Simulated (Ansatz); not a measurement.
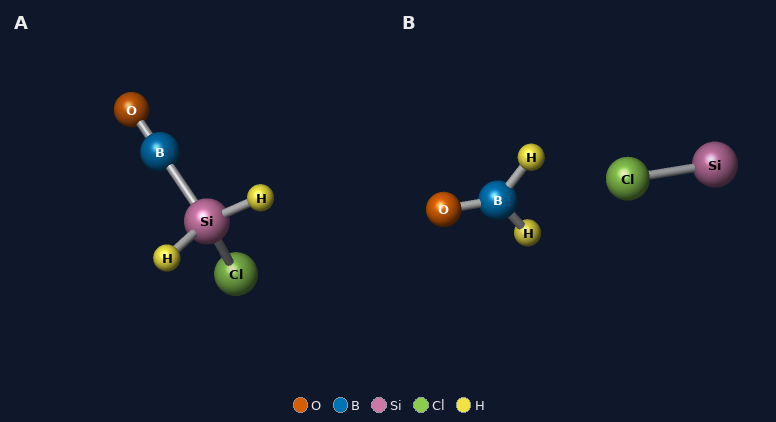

2 stationary structures of one formula. Geometries: PBE-D4/def2-SVP. Electronic energies: PBE-D4/def2-SVP (Ansatz 0.2.0), without zero-point energy. No frequency run is at hand to confirm each as a minimum.

Question: Rank them by energy, lowest first.

Answer: A is lowest (Cs); B lies 4.305 eV above it.
